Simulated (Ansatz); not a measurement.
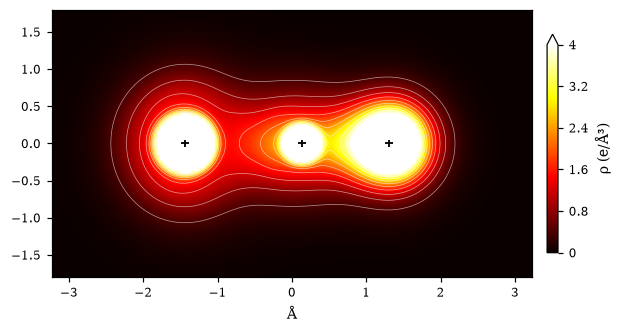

The total electron density on a plane through atoms (crosses mark nuclei in the plane).

Computed with RKS PBE-D4/def2-SVP in Ansatz.

Candidates:
A. COS (SMILES O=C=S)
B. CH5B (SMILES BC)

> Which system is this?

Candidate A: COS on a plane that holds the molecular axis, which holds O, C and S. C–O (1.17 Å): ρ is about 3.5 e/Å³ halfway. C–S (1.57 Å): ρ is about 1.7 e/Å³ halfway.
